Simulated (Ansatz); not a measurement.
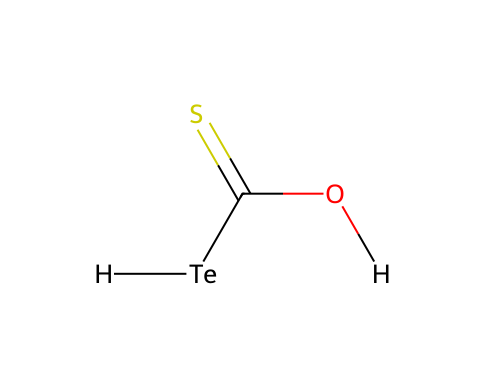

Skeletal drawing of a molecule.

**Transcribe the drawing into SMILES.**

OC(=S)[TeH]

**What is the molecular formula?**

CH2OSTe.

**An optimisation with PBE0-D4/def2-TZVP gave a structure of which point group?**

Cs.

More results for the same structure follow; atom numbers are the same in all pictures, views and colours differ. Computed geometry: PBE0-D4/def2-TZVP optimisation.

**Shape**

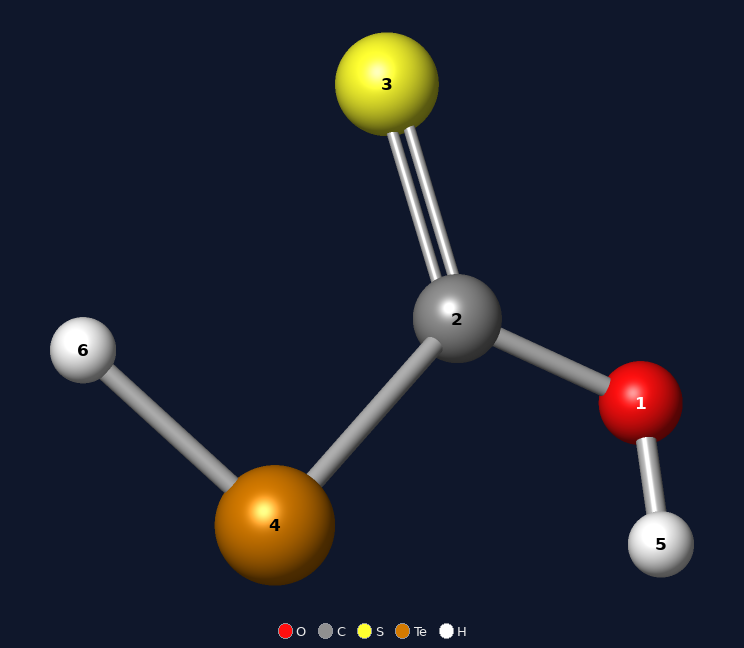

Atoms carry their numbers in the input.

What are the angles C2–O1–H5, O1–C2–S3, O1–C2–Te4, S3–C2–Te4, C2–Te4–H6?

```json
{"angle": "C2–O1–H5", "degrees": "112.4"}
{"angle": "O1–C2–S3", "degrees": "121.9"}
{"angle": "O1–C2–Te4", "degrees": "113.2"}
{"angle": "S3–C2–Te4", "degrees": "124.9"}
{"angle": "C2–Te4–H6", "degrees": "92.4"}
```

**Electronic properties**

Level of theory: RKS BHLYP-D4/def2-TZVPP, core potentials on Te (Ansatz 0.2.0).

**Give the HOMO–LUMO gap at this level.**

6.67 eV.

**Give the HOMO energy (Kohn–Sham orbital) at this level.**

−7.66 eV.

**Dipole moment**

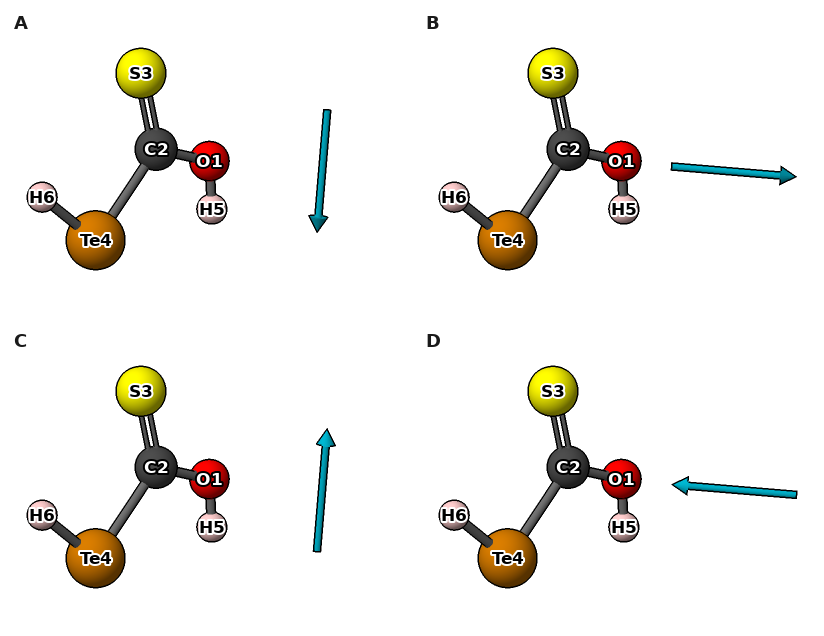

The same molecule four times, each with an arrow. Level of theory: RKS PBE0-D4/def2-TZVP, core potentials on Te (Ansatz 0.2.0).

**Which arrow points along the dipole moment, from the negative to the positive end?**

A. The dipole moment is 3.22 D; it points from the side of S3 to the side of Te4 (the outermost atoms at the two ends).

**Charges**

The questions are on Mulliken charges. Properties computed with RKS B3LYP-D4/def2-TZVPP, core potentials on Te (Ansatz 0.2.0).

**Which atom carries the highest charge (most positive or least negative)?**

H5 (0.19 e).

**And the lowest?**

S3 (−0.22 e).

List the Mulliken charges.

| atom | value (e) |
| --- | --- |
| O1 | −0.18 |
| C2 | 0.10 |
| S3 | −0.22 |
| Te4 | 0.11 |
| H5 | 0.19 |
| H6 | 0.00 |

Mulliken values depend strongly on the basis set and can even reverse the polarity of a bond.
